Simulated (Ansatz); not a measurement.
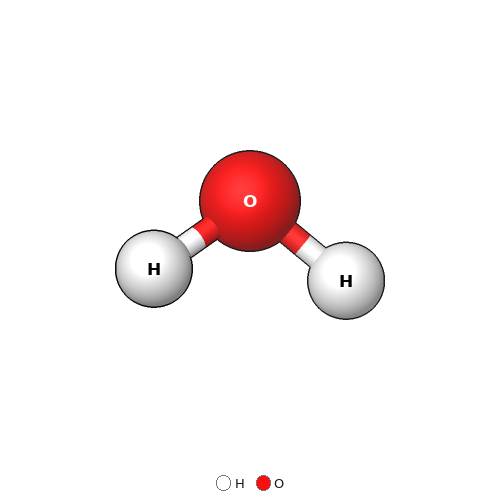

Ball-and-stick drawing of a structure. Every bond is drawn as one stick, whatever its order.

The computed structure is the end point of a PBE0-D4/def2-TZVP optimisation.

Count the atoms of each element.

Answer. H2O, 3 atoms: 2 hydrogen and 1 oxygen.

Give the symmetry (Schoenflies symbol).

Answer. C2v.

The parts below concern this one geometry. Atoms keep their numbers from picture to picture.

## Geometry

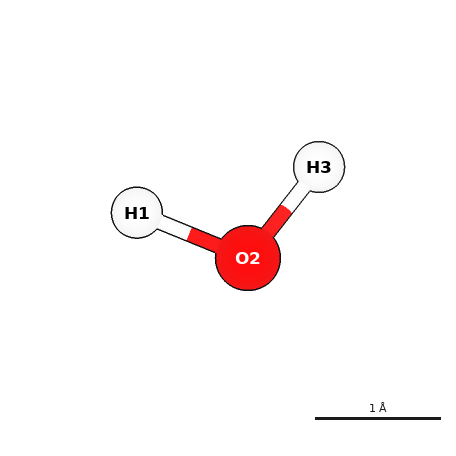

Atoms carry their numbers in the input.

Estimate the angles H1–O2–H3.

```csv
angle,degrees
H1–O2–H3,105.1
```

## Electronic properties

Method: RKS PBE0-D4/def2-TZVP (Ansatz 0.2.0).

Computed properties:

- dipole moment: 2.07 D
- harmonic zero-point energy: 56.4 kJ/mol

## Vibrations

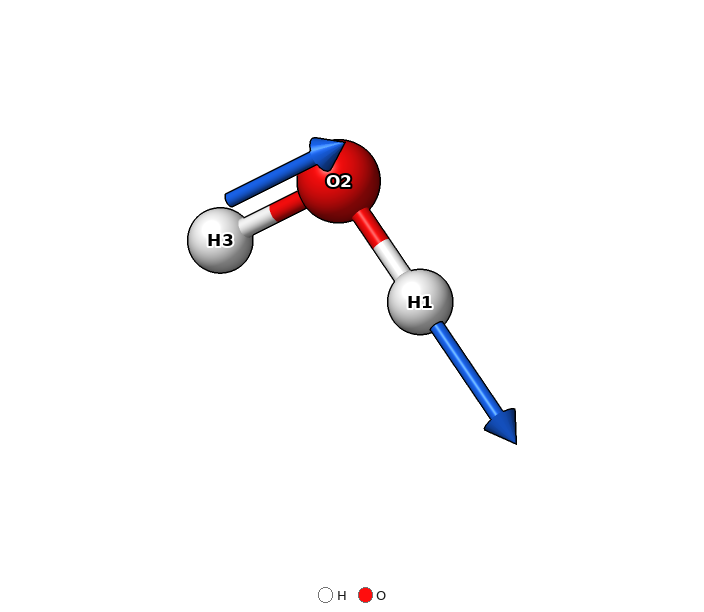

The arrows show one normal mode. Harmonic vibrations computed with RKS PBE0-D4/def2-TZVP (Ansatz 0.2.0) at a stationary point of the same level.

Describe the motion.

Answer. Mostly out-of-phase stretching of 2 O–H bonds.

Estimate its harmonic wavenumber.

Answer. 3959 cm⁻¹; it is mode 3 of 3 counted from the lowest.

## Charges

The questions are on Mulliken charges. Method: RKS PBE0-D4/def2-TZVP (Ansatz 0.2.0).

List the Mulliken charges.

| atom | value (e) |
| --- | --- |
| H1 | 0.32 |
| O2 | −0.65 |
| H3 | 0.32 |

Mulliken values depend strongly on the basis set and can even reverse the polarity of a bond.
